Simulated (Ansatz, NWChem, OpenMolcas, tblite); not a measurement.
How methods differ on TlCl (SMILES [Cl][Tl])

The species is TlCl (2 atoms), meant as a singlet with charge 0. SMILES: `[Cl][Tl]`. The bond length is the measured one.

```xyz
2

Cl    0.0000    0.0000    0.0000
Tl    0.0000    0.0000    2.4848
```

Quantity: the HOMO–LUMO gap, in eV. The values are calculated.

| level | kind | program | value (eV) |
| --- | --- | --- | --- |
| GFN2-xTB | semi-empirical | tblite | 6.78 |
| HF/def2-TZVPP (core potential) | Hartree–Fock | Ansatz | 10.19 |
| SVWN5/def2-TZVPP (core potential) | LDA | OpenMolcas | 4.02 |
| revPBE/def2-TZVPP (core potential) | GGA | NWChem | 4.05 |
| M06-L/def2-TZVPP (core potential) | meta-GGA | NWChem | 4.57 |
| BHLYP/def2-TZVPP (core potential) | global hybrid | OpenMolcas | 7.22 |
| CAM-B3LYP/def2-TZVPP (core potential) | range-separated hybrid | Ansatz | 7.69 |
| PBE-QIDH/def2-TZVPP (core potential) | double hybrid | Ansatz | 8.57 |

The values span 4.02 to 10.19 eV. Orbital gaps aren't excitation energies, and those of double hybrids come from the SCF part alone; they tend to grow with the share of exact exchange.

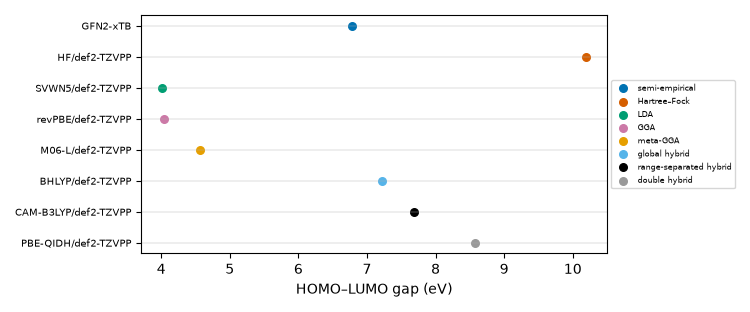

The values of the table, level by level.
